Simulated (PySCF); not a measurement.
```yaml
atoms:
  - { symbol: C, position_ang: [3.5950, -1.2181, 0.1035] }
  - { symbol: C, position_ang: [2.2945, -1.1867, 0.3246] }
  - { symbol: C, position_ang: [1.2776, -0.7541, -0.6857] }
  - { symbol: N, position_ang: [0.3590, 0.2201, -0.1330] }
  - { symbol: C, position_ang: [-0.9716, -0.0094, -0.0237] }
  - { symbol: O, position_ang: [-1.4931, -1.0253, -0.4289] }
  - { symbol: C, position_ang: [-1.7359, 1.1135, 0.6626] }
  - { symbol: C, position_ang: [-3.1751, 1.1795, 0.1665] }
  - { symbol: H, position_ang: [4.2944, -1.5472, 0.8526] }
  - { symbol: H, position_ang: [4.0136, -0.9286, -0.8468] }
  - { symbol: H, position_ang: [1.8867, -1.4826, 1.2820] }
  - { symbol: H, position_ang: [1.7701, -0.3441, -1.5744] }
  - { symbol: H, position_ang: [0.6575, -1.6069, -0.9838] }
  - { symbol: H, position_ang: [0.7576, 1.0638, 0.2462] }
  - { symbol: H, position_ang: [-1.7268, 0.8991, 1.7351] }
  - { symbol: H, position_ang: [-1.2276, 2.0664, 0.5037] }
  - { symbol: H, position_ang: [-3.7489, 1.8989, 0.7455] }
  - { symbol: H, position_ang: [-3.2012, 1.4714, -0.8807] }
  - { symbol: H, position_ang: [-3.6356, 0.1994, 0.2570] }
```

Geometry: GFN2-xTB.

The calculation used PBE0/pcSseg-1, SCF density, gas phase, non-relativistic in PySCF.

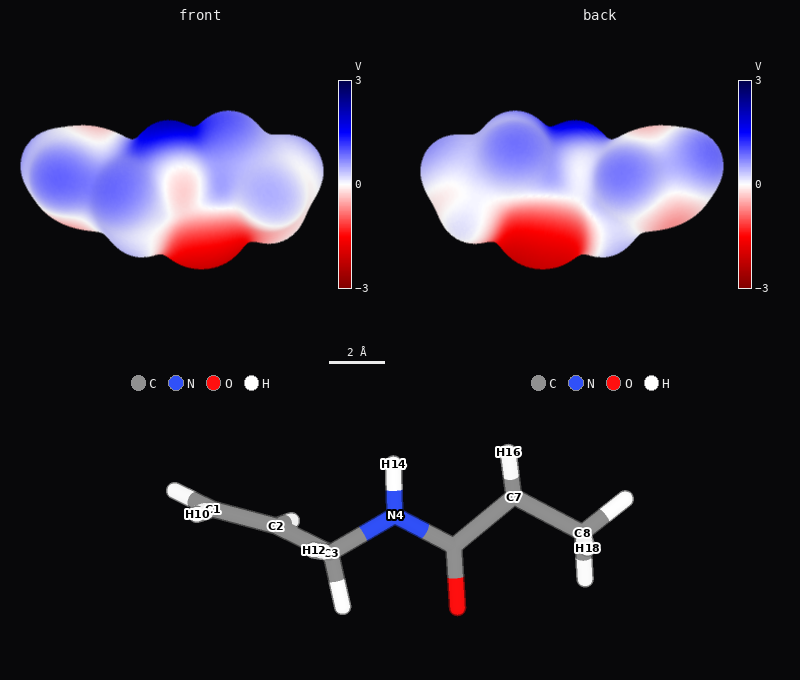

C6H11NO. The molecular electrostatic potential painted on the density surface at 0.002 e/bohr³, seen from the front and from behind; red is negative and blue positive. The bare structure is drawn below in the same view.

Question: Which sites attract a positive test charge, and which a negative one?

Answer: A positive charge is drawn to the negative regions and a negative charge to the positive ones. The most negative region (about −2.0 V) lies over O6, the most positive (about +2.1 V) over H14. O6 is the likeliest acceptor of a hydrogen bond.
